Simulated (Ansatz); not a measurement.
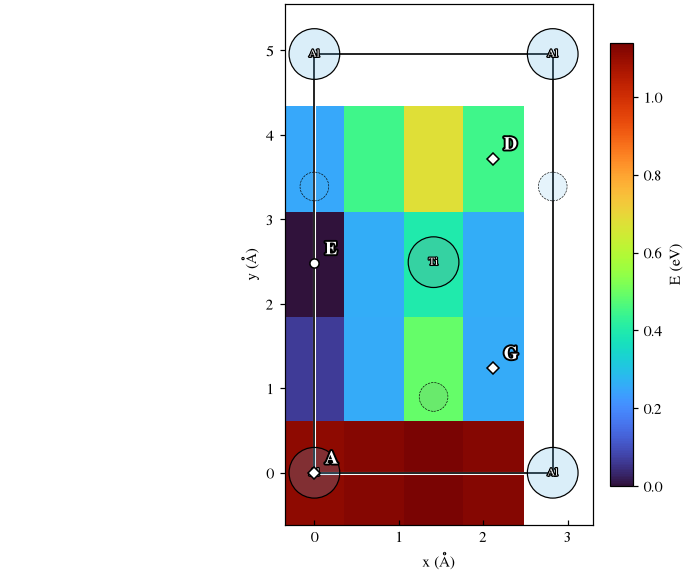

Cl on a TiAl(101) slab cut from the P4/mmm phase, its upper half relaxed before the scan (12 atoms of substrate and one adsorbate in a 2 × 1 cell). Cl is moved over the surface cell; relaxed at each place: the height of the adsorbate's atoms; substrate rigid; the origin of the map has the adsorbate above Al11. Places are given modulo a cell vector. The map is drawn in real space over the plane of the surface. Grid: 4 × 4 points; 12 points were computed and 4 follow by symmetry. Places are given in fractions of the 1 × 1 surface cell. Energies: eV, counted from the lowest grid point. These are results of DFT PBE, scalar-relativistic, plane waves, PAW (Ansatz), not measurements. Settings: cutoff 420 eV, k-mesh 5×6×1, gaussian smearing 0.1 eV, no spin polarisation.

The picture shows one coloured cell a grid point, labelled circles for the atoms of the top layer and small ones for the second layer, the outline of one cell of the plane, lettered points.

### Name the site at each letter.

A: the top site over a surface Al atom; D: a bridge site between Ti and Al; E: a bridge site between two Ti atoms; G: a bridge site between Al and Ti.

### Rank the lettered points by energy, lowest first.

E (0.00 eV), G (0.25 eV), D (0.45 eV), A (1.11 eV).

PAW datasets: the set soft_1.
